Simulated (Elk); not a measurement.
Band structure of Nb₃Sn (Pm-3n, 8 atoms in the cell).

```
Nb3Sn
1.0
    5.40017     0.00000     0.00000
    0.00000     5.40017     0.00000
    0.00000     0.00000     5.40017
Nb Sn
6 2
Direct
  0.25000   0.00000   0.50000
  0.75000   0.00000   0.50000
  0.50000   0.75000   0.00000
  0.50000   0.25000   0.00000
  0.00000   0.50000   0.75000
  0.00000   0.50000   0.25000
  0.00000   0.00000   0.00000
  0.50000   0.50000   0.50000
```

Method: PBE, all-electron FP-LAPW, Elk's shipped species files, APW+lo basis with extra local orbitals (Elk).

Settings: xctype = 20; rgkmax = 7.5; stype = 0; swidth = 0.00367493 Ha; ngridk = 5 5 5; gmaxvr = 16 1/bohr; nxlo = 2; lorbcnd = true; rmtscf = 0.92; lmaxi = 2; maxscl = 100.

The starting cell comes from a database of computed structures (which also holds hypothetical and non-ambient phases and stackings), without a prior relaxation at this level. Its lattice was rescaled by a random factor within 2.5 % of one. Spin polarisation is off. Values depend on the basis (sphere radii, cutoffs, local orbitals), which need not be converged.

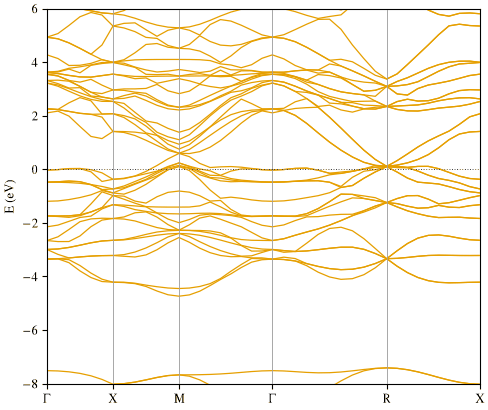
Bands along the path, energies from the Fermi level.

Levels in eV from the Fermi level, bands 56 to 63:
```json
[
 {"point": "Γ", "56": "-0.48", "57": "-0.48", "58": "-0.48", "59": "-0.03", "60": "-0.03", "61": "2.11", "62": "2.26", "63": "2.26"},
 {"point": "X", "56": "-0.88", "57": "-0.73", "58": "-0.73", "59": "-0.37", "60": "-0.37", "61": "1.41", "62": "1.41", "63": "2.07"},
 {"point": "M", "56": "0.10", "57": "0.15", "58": "0.24", "59": "0.24", "60": "0.59", "61": "0.60", "62": "0.60", "63": "0.75"},
 {"point": "R", "56": "0.10", "57": "0.10", "58": "0.10", "59": "0.11", "60": "0.11", "61": "0.11", "62": "0.11", "63": "0.11"}
]
```

Bands cross the Fermi level along this path, so the cell is metallic at this level.
